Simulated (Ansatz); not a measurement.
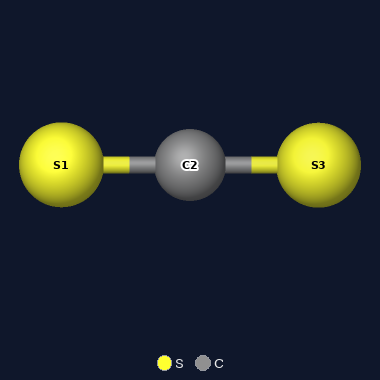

The system is CS₂, SMILES S=C=S; the picture shows the grid point nearest to the relaxed geometry. Two internal coordinates are moved rigidly from the geometry relaxed at PBE0-D4/def2-TZVP, all others fixed. First axis: bond S1–C2. Second axis: bond C2–S3. Grid: 7 × 7 points. Energies: eV, counted from the lowest grid point. Theory: Ansatz, RKS r2SCAN-D4/def2-TZVPP.

Its coordinates:

```xyz
3

S     1.3570   -0.1560    0.7291
C     0.0467   -0.0054    0.0251
S    -1.2635    0.1452   -0.6789
```

Range: bond S1–C2 from 1.332 to 2.013 Å; bond C2–S3 from 1.332 to 2.013 Å.

What landscape does the calculation give?

Answer. The lowest grid point is at bond S1–C2 = 1.608 Å, bond C2–S3 = 1.495 Å. The bottom of the well lies between grid points, at about bond S1–C2 = 1.553 Å, bond C2–S3 = 1.553 Å, about 0.16 eV lower on the interpolated surface. It is the only kind of minimum in the scanned range. The highest grid point, bond S1–C2 = 2.013 Å, bond C2–S3 = 2.013 Å, lies 5.12 eV above the lowest. Round the minimum the two coordinates are weakly coupled (coupling 0.08 in units of the two stiffnesses).

```
bond C2–S3 ↓, bond S1–C2 →  1.332  1.398  1.495  1.608  1.734  1.869  2.013
                     2.013   3.89   2.92   2.34   2.45   3.10   4.05   5.12
                     1.869   2.96   1.97   1.35   1.44   2.06   3.00   4.05
                     1.734   2.19   1.16   0.51   0.56   1.15   2.06   3.10
                     1.608   1.76   0.70   0.00   0.00   0.56   1.44   2.45
                     1.495   1.90   0.80   0.05   0.00   0.51   1.35   2.34
                     1.398   2.74   1.60   0.80   0.70   1.16   1.97   2.92
                     1.332   3.92   2.74   1.90   1.76   2.19   2.96   3.89
```

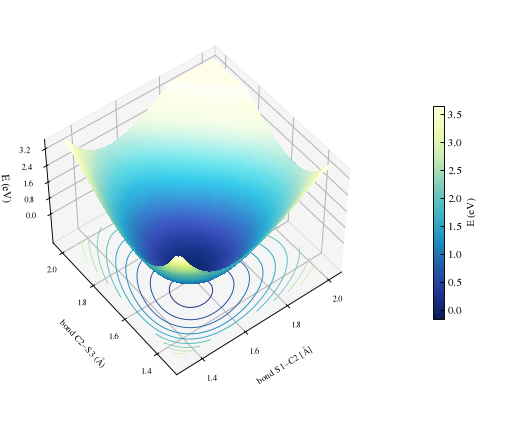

Drawn: a relief with its contours projected below, any walls above the top of the colour scale cut off. Between grid points the surface is interpolated.
